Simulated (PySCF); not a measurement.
```yaml
atoms:
  - { symbol: C, position_ang: [-1.2826, -1.0951, -0.3737] }
  - { symbol: Si, position_ang: [-0.2751, 0.2142, 0.5732] }
  - { symbol: C, position_ang: [1.5775, -0.2167, 0.6666] }
  - { symbol: N, position_ang: [-0.3727, 1.6644, -0.3827] }
  - { symbol: H, position_ang: [-2.3365, -0.8390, -0.4106] }
  - { symbol: H, position_ang: [-0.9241, -1.1791, -1.3978] }
  - { symbol: H, position_ang: [-1.1954, -2.0706, 0.0938] }
  - { symbol: H, position_ang: [2.0030, -0.2714, -0.3336] }
  - { symbol: H, position_ang: [1.7334, -1.1751, 1.1511] }
  - { symbol: H, position_ang: [2.1334, 0.5305, 1.2240] }
  - { symbol: H, position_ang: [0.2151, 2.4472, -0.1468] }
  - { symbol: H, position_ang: [-1.2748, 1.9900, -0.6896] }
```

Geometry: GFN2-xTB.

Method: UKS B3LYP, pcH-1 on C H N Si, non-relativistic, mean-field spin-orbit, GIAO in PySCF 2.14.0, density-fitted response routines.

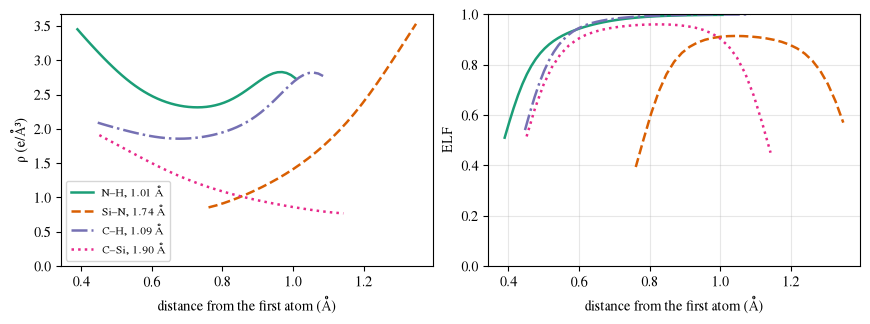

C2H8NSi (doublet). Total electron density and electron localisation function along straight lines between neighbouring atoms. The curves leave out the atomic cores.

Question: Compare the contacts.

Answer: N–H (1.01 Å): ρ at the midpoint is about 2.8 e/Å³; the ELF climbs to about 1 towards the hydrogen, as it does in any bond to H: an ordinary covalent bond to hydrogen.
Si–N (1.74 Å): the density is about 1 e/Å³ at the midpoint; the ELF peaks at about 0.90 between the atoms, as expected for a polar covalent bond.
C–H (1.09 Å): ρ at the midpoint is about 2 e/Å³; the ELF climbs to about 1 towards the hydrogen; a covalent bond by its length.
C–Si (1.90 Å): ρ is about 0.91 e/Å³ halfway; the ELF peaks at about 0.95 between the atoms, as expected for localised, covalent bonding.
